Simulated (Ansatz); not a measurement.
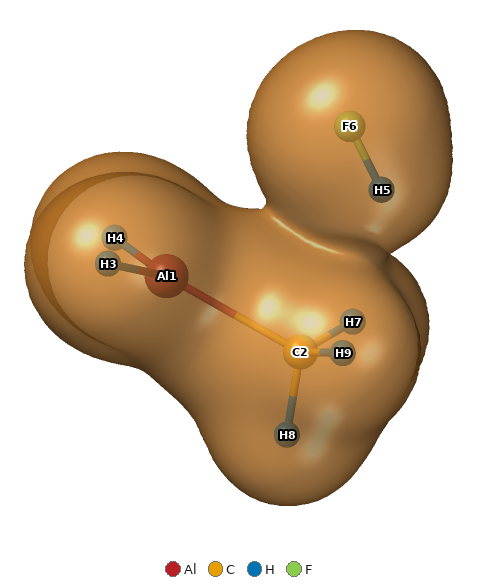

*CH₅Al···HF. Isosurface of the electron density at 0.05 e/Å³ (orange), seen at a tilt.*

Not at a stationary point (largest force 1.0 eV/Å).

These are results of RKS B3LYP-D4/def2-SVP (Ansatz 0.2.0), not measurements.

```xyz
9

Al   -0.8013   -0.9639    0.3103
C    -0.3274    0.9236   -0.0026
H    -1.3227   -1.8558   -0.8925
H    -0.7789   -1.5268    1.7936
H     1.8462    0.1452   -0.5407
F     2.1487   -0.7153   -0.5043
H     0.4821    1.2741    0.6650
H    -1.1915    1.5771    0.2232
H    -0.0550    1.1419   -1.0520
```

What does this surface tell about the bonding?

At this value the surface is in one piece. It bridges the shortest C···H (2.37 Å), C–Al (1.97 Å), F–H (0.91 Å) and C–H (1.11 Å) contacts, where the density stays above the isovalue. On the grid the lowest density along these lines, outside the cores, is 0.08 e/Å³ (C···H, 2.37 Å), 0.59 e/Å³ (C–Al, 1.97 Å), 2.4 e/Å³ (F–H, 0.91 Å) and 1.7 e/Å³ (C–H, 1.11 Å).
